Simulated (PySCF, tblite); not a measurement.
# C7H10: a rotation path, then NMR shifts on frames, part 1 of 2

How do NMR shifts of C7H10 (`C=CC(=C)C(=C)C`) change as the atoms move?

Programs: tblite 0.8.0 and PySCF 2.14.0, with density-fitted response routines of our own. Each step states its level of theory. These are calculated values for one molecule in the gas phase, unless marked as measured. Atoms are numbered from 0 throughout.

### 1 Starting geometry

17 atoms, charge 0, multiplicity 1; geometry from: GFN2-xTB.

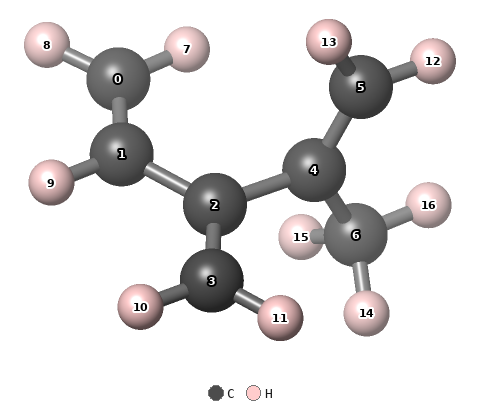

As it starts; carbon dark grey, hydrogen pink, atoms numbered.

### 2 The rotation path with GFN2-xTB

The job: settings as JSON, then the geometry in Å.

```
{"job": {"kind": "neb", "xc": "GFN2-xTB", "basis": "xTB", "atoms": [1, 2, 4, 6], "turn": 180}, "charge": 0, "multiplicity": 1}
C      0.811281     1.917085     0.888293
C      1.196120     1.210170    -0.167916
C      0.512902     0.026263    -0.670546
C      0.971938    -0.637921    -1.730963
C     -0.709700    -0.430058     0.042086
C     -1.883750     0.140903    -0.171953
C     -0.505636    -1.558914     1.006085
H     -0.066815     1.656062     1.455695
H      1.357773     2.784292     1.218230
H      2.081439     1.500276    -0.720183
H      1.856900    -0.322351    -2.258819
H      0.470868    -1.512019    -2.111010
H     -2.776222    -0.183321     0.337228
H     -1.995891     0.953415    -0.869743
H     -0.093517    -2.423785     0.487691
H      0.207905    -1.266597     1.776367
H     -1.442593    -1.841471     1.479547
```

With the program's defaults for keys left out, this is: GFN2-xTB climbing-image nudged elastic band, gas phase.

Run with:

```sh
$ OMP_NUM_THREADS=1 python probes_run.py task.json out
```

One launch serves the whole session: the jobs run in the order shown.

Standard output:

```text
image   E - E0 / eV
  0      -0.0000
  1       0.0060
  2       0.0573
  3       0.1459
  4       0.2605
  5       0.2447
  6       0.1365
  7       0.0371
  8      -0.0021
```

It took 3.5 s on 1 thread of Intel Xeon Platinum 8488C, shared host; peak memory 0.18 GiB.

The final band, with the dihedral C1–C2–C4–C6:

| image | dihedral (°) | energy (eV) | energy (kcal/mol) |
| --- | --- | --- | --- |
| 0 | -99 | 0.000 | 0.0 |
| 1 | -76 | 0.006 | 0.1 |
| 2 | -54 | 0.057 | 1.3 |
| 3 | -33 | 0.146 | 3.4 |
| 4 | -9 | 0.261 | 6.0 |
| 5 | 13 | 0.245 | 5.6 |
| 6 | 35 | 0.136 | 3.1 |
| 7 | 57 | 0.037 | 0.9 |
| 8 | 80 | -0.002 | 0.0 |

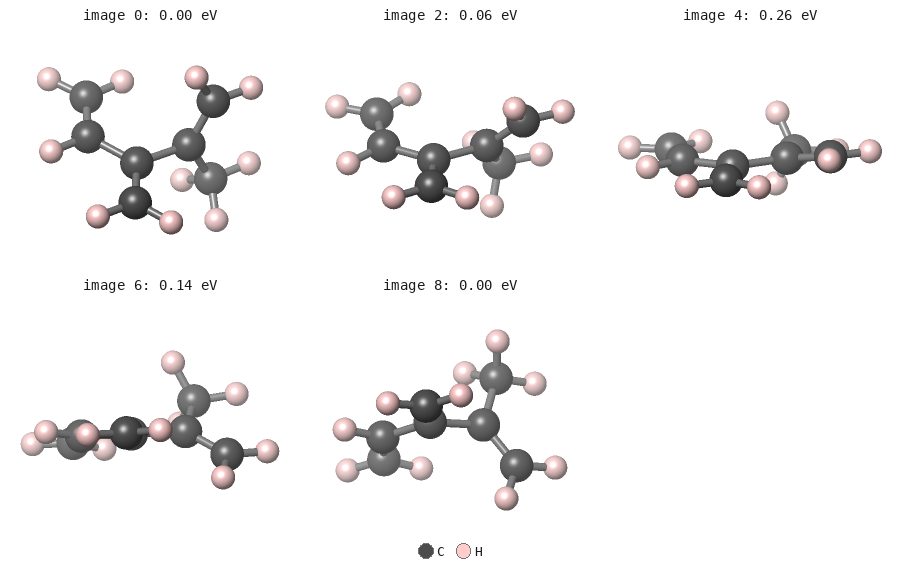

Images along the band.

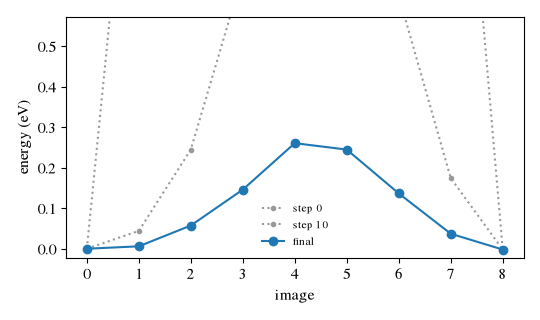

Energy along the band, early and final.

### 3 Nuclear shieldings: image 0, PBE0/pcSseg-1

The job: settings as JSON, then the geometry in Å.

```
{"job": {"kind": "nmr", "xc": "PBE0", "basis": "pcSseg-1", "pop": false}, "charge": 0, "multiplicity": 1}
C      0.811300     1.917100     0.888300
C      1.196100     1.210200    -0.167900
C      0.512900     0.026300    -0.670500
C      0.971900    -0.637900    -1.731000
C     -0.709700    -0.430100     0.042100
C     -1.883800     0.140900    -0.172000
C     -0.505600    -1.558900     1.006100
H     -0.066800     1.656100     1.455700
H      1.357800     2.784300     1.218200
H      2.081400     1.500300    -0.720200
H      1.856900    -0.322400    -2.258800
H      0.470900    -1.512000    -2.111000
H     -2.776200    -0.183300     0.337200
H     -1.995900     0.953400    -0.869700
H     -0.093500    -2.423800     0.487700
H      0.207900    -1.266600     1.776400
H     -1.442600    -1.841500     1.479500
```

With the program's defaults for keys left out, this is: GIAO PBE0/pcSseg-1 NMR shielding, non-relativistic, gas phase.

Standard output:

```text
coarse grid: 13808 points
cycle   1  E = -272.2330730175  dE =  8.138e-01  |g| = 4.188e-01  |ddm| = 3.726e+00
cycle   2  E = -272.2400987965  dE = -7.026e-03  |g| = 3.980e-01  |ddm| = 7.869e-01
cycle   3  E = -272.2821640745  dE = -4.207e-02  |g| = 2.676e-02  |ddm| = 3.836e-01
cycle   4  E = -272.2821317765  dE =  3.230e-05  |g| = 2.886e-02  |ddm| = 5.474e-02
cycle   5  E = -272.2823585052  dE = -2.267e-04  |g| = 4.698e-03  |ddm| = 3.004e-02
cycle   6  E = -272.2823639029  dE = -5.398e-06  |g| = 1.300e-03  |ddm| = 5.224e-03
final grid: 132176 points
cycle   7  E = -272.3254278171  dE = -3.908e-05  |g| = 7.975e-03  |ddm| = 3.780e-02
cycle   8  E = -272.3254242888  dE =  3.528e-06  |g| = 8.765e-03  |ddm| = 1.670e-02
cycle   9  E = -272.3254445753  dE = -2.029e-05  |g| = 1.867e-03  |ddm| = 9.625e-03
cycle  10  E = -272.3254454395  dE = -8.642e-07  |g| = 1.914e-04  |ddm| = 1.608e-03
cycle  11  E = -272.3254454464  dE = -6.894e-09  |g| = 9.381e-05  |ddm| = 2.366e-04
cycle  12  E = -272.3254454485  dE = -2.123e-09  |g| = 2.663e-05  |ddm| = 9.805e-05
cycle  13  E = -272.3254454487  dE = -1.571e-10  |g| = 8.806e-06  |ddm| = 3.225e-05
converged SCF energy = -272.3254454487

GIAO shielding tensors (ppm)
atom      isotropic    diamagn.    paramagn.     s11        s22        s33       span
  0 C       62.676     256.845    -194.169    -45.433     64.391    169.069    214.502
  1 C       41.019     252.952    -211.934    -72.033     48.821    146.267    218.300
  2 C       26.377     259.621    -233.244    -85.878     20.588    144.421    230.298
  3 C       64.293     252.778    -188.485    -32.018     71.076    153.820    185.837
  4 C       32.961     260.519    -227.558    -87.840     36.181    150.542    238.382
  5 C       65.504     253.393    -187.889    -39.468     84.589    151.392    190.860
  6 C      157.902     246.866     -88.964    137.371    150.547    185.787     48.416
  7 H       25.986      33.509      -7.523     23.343     24.561     30.054      6.711
  8 H       26.200      28.959      -2.759     24.417     25.399     28.785      4.368
  9 H       25.058      31.902      -6.843     23.170     24.053     27.952      4.782
 10 H       26.348      31.340      -4.992     23.797     25.626     29.623      5.826
 11 H       26.505      31.838      -5.333     23.352     25.391     30.773      7.421
 12 H       26.207      31.533      -5.326     23.084     25.889     29.648      6.564
 13 H       26.762      32.378      -5.616     23.112     25.791     31.382      8.270
 14 H       29.664      29.831      -0.167     25.614     28.727     34.649      9.035
 15 H       29.505      30.258      -0.753     25.758     28.848     33.909      8.151
 16 H       29.747      30.286      -0.539     26.385     28.111     34.744      8.358
```

Run time: 20 s. Hardware: 1 thread of Intel Xeon Platinum 8488C, shared host; peak memory 0.76 GiB.

The references, computed at this level on geometries of the same kind, shield at (ppm): ¹H TMS 31.72, ¹³C TMS 186.9. Their shielding less the atom's gives the shift. The references are single molecules in the gas phase. Each atom is listed at this fixed geometry, with no averaging over motion; a spectrum would average atoms that exchange fast.

| atoms | environment | σ (ppm) | δ (ppm) |
| --- | --- | --- | --- |
| C2 | fully substituted alkene carbon | 26.4 | 160.5 |
| C4 | fully substituted alkene carbon | 33.0 | 154.0 |
| C1 | alkene CH | 41.0 | 145.9 |
| C0 | terminal =CH2 carbon | 62.7 | 124.2 |
| C3 | terminal =CH2 carbon | 64.3 | 122.6 |
| C5 | terminal =CH2 carbon | 65.5 | 121.4 |
| C6 | allylic methyl carbon | 157.9 | 29.0 |
| H9 | hydrogen on an alkene CH | 25.06 | 6.66 |
| H7 | hydrogen on a terminal =CH2 carbon | 25.99 | 5.73 |
| H8 | hydrogen on a terminal =CH2 carbon | 26.20 | 5.52 |
| H12 | hydrogen on a terminal =CH2 carbon | 26.21 | 5.51 |
| H10 | hydrogen on a terminal =CH2 carbon | 26.35 | 5.37 |
| H11 | hydrogen on a terminal =CH2 carbon | 26.51 | 5.21 |
| H13 | hydrogen on a terminal =CH2 carbon | 26.76 | 4.96 |
| H15 | hydrogen on an allylic methyl carbon | 29.51 | 2.21 |
| H14 | hydrogen on an allylic methyl carbon | 29.66 | 2.05 |
| H16 | hydrogen on an allylic methyl carbon | 29.75 | 1.97 |

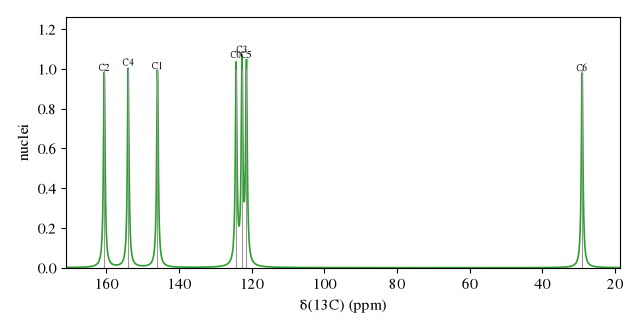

¹³C lines at the computed shifts, without couplings. Lines are broadened to a width of 0.53 ppm (Lorentzian).

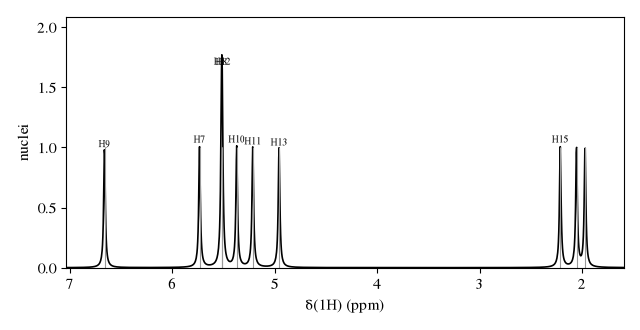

¹H lines at the computed shifts, without couplings. Lines are broadened to a width of 0.02 ppm (Lorentzian).

### 4 NMR shieldings: image 2, PBE0/pcSseg-1

The job: settings as JSON, then the geometry in Å.

```
{"job": {"kind": "nmr", "xc": "PBE0", "basis": "pcSseg-1", "pop": false}, "charge": 0, "multiplicity": 1}
C      1.193700     1.631700     1.127700
C      1.345900     1.023900    -0.042400
C      0.428800     0.099900    -0.700700
C      0.672700    -0.258700    -1.965600
C     -0.761500    -0.451500    -0.011200
C     -1.954100    -0.397600    -0.590200
C     -0.557900    -1.145800     1.303200
H      0.329100     1.500200     1.754000
H      1.945600     2.306600     1.501500
H      2.233200     1.243100    -0.625300
H      1.523100     0.120700    -2.508000
H      0.031700    -0.942700    -2.494200
H     -2.827600    -0.829500    -0.130600
H     -2.104000     0.089300    -1.538700
H      0.207800    -1.913900     1.205400
H     -0.228400    -0.454300     2.073900
H     -1.485100    -1.609500     1.631200
```

With the program's defaults for keys left out, this is: GIAO PBE0/pcSseg-1 NMR shielding, non-relativistic, gas phase.

Standard output:

```text
coarse grid: 13808 points
cycle   1  E = -272.2320113509  dE =  8.161e-01  |g| = 4.179e-01  |ddm| = 3.735e+00
cycle   2  E = -272.2388367405  dE = -6.825e-03  |g| = 3.979e-01  |ddm| = 7.953e-01
cycle   3  E = -272.2806801105  dE = -4.184e-02  |g| = 2.689e-02  |ddm| = 3.865e-01
cycle   4  E = -272.2806683900  dE =  1.172e-05  |g| = 2.792e-02  |ddm| = 5.247e-02
cycle   5  E = -272.2808716895  dE = -2.033e-04  |g| = 5.176e-03  |ddm| = 2.924e-02
cycle   6  E = -272.2808778176  dE = -6.128e-06  |g| = 1.509e-03  |ddm| = 6.048e-03
final grid: 132176 points
cycle   7  E = -272.3245794572  dE = -3.842e-05  |g| = 8.673e-03  |ddm| = 3.772e-02
cycle   8  E = -272.3245699332  dE =  9.524e-06  |g| = 1.052e-02  |ddm| = 1.993e-02
cycle   9  E = -272.3245987966  dE = -2.886e-05  |g| = 2.548e-03  |ddm| = 1.215e-02
cycle  10  E = -272.3246003951  dE = -1.599e-06  |g| = 1.883e-04  |ddm| = 2.111e-03
cycle  11  E = -272.3246004012  dE = -6.036e-09  |g| = 1.077e-04  |ddm| = 2.674e-04
cycle  12  E = -272.3246004040  dE = -2.863e-09  |g| = 2.815e-05  |ddm| = 1.064e-04
cycle  13  E = -272.3246004042  dE = -1.701e-10  |g| = 1.048e-05  |ddm| = 3.637e-05
converged SCF energy = -272.3246004042

GIAO shielding tensors (ppm)
atom      isotropic    diamagn.    paramagn.     s11        s22        s33       span
  0 C       64.008     256.982    -192.974    -42.554     67.257    167.321    209.875
  1 C       41.861     253.147    -211.286    -70.659     53.078    143.163    213.822
  2 C       27.711     258.267    -230.556    -85.587     19.448    149.272    234.858
  3 C       59.866     253.299    -193.433    -31.531     67.638    143.490    175.020
  4 C       31.429     259.389    -227.960    -88.550     29.797    153.041    241.590
  5 C       65.007     253.295    -188.288    -33.765     86.000    142.786    176.552
  6 C      161.679     247.069     -85.390    148.477    151.589    184.971     36.494
  7 H       26.247      33.539      -7.292     23.243     25.327     30.171      6.928
  8 H       26.179      28.740      -2.560     24.227     25.408     28.903      4.676
  9 H       25.131      31.777      -6.646     23.321     23.542     28.531      5.210
 10 H       26.511      31.486      -4.975     24.311     25.392     29.831      5.520
 11 H       26.179      32.378      -6.200     23.140     25.256     30.140      7.000
 12 H       26.500      31.396      -4.896     23.925     25.387     30.187      6.262
 13 H       26.292      32.707      -6.415     23.132     25.419     30.325      7.194
 14 H       29.892      29.836       0.056     26.482     28.277     34.917      8.435
 15 H       29.067      31.076      -2.009     23.901     29.319     33.980     10.079
 16 H       29.775      30.353      -0.578     26.067     28.600     34.657      8.590
```

It took 20 s on 1 thread of Intel Xeon Platinum 8488C, shared host; peak memory 0.79 GiB.

Key values: δ C2 159.2, C4 155.5, C1 145.1, C3 127.1, H9 6.59, H11 5.54 ppm.

(Continued in part 2 of 2.)
